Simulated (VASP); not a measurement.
Band structure of Ga2In2As4 (ordered alloy cell). Level of theory: PBEsol GGA, VASP's PBE PAW potentials (set 64) (plane waves; VASP).

Unless said otherwise, spin-orbit coupling is left out, though it shifts the bands of the heavy elements here.

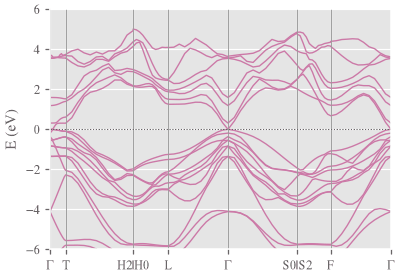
Figure. Bands along high-symmetry lines, zero at the valence-band maximum or, without a gap, the Fermi level

Q: Read the plot: is there a gap, and where are the band edges?

A: It has no gap at this level: it comes out as a metal or semimetal. (Edges off the drawn lines would not show.)

The structure was generated: Ga2In2As4 was put into an ordered model structure (R3m), which need not be its known phase. It was relaxed first.
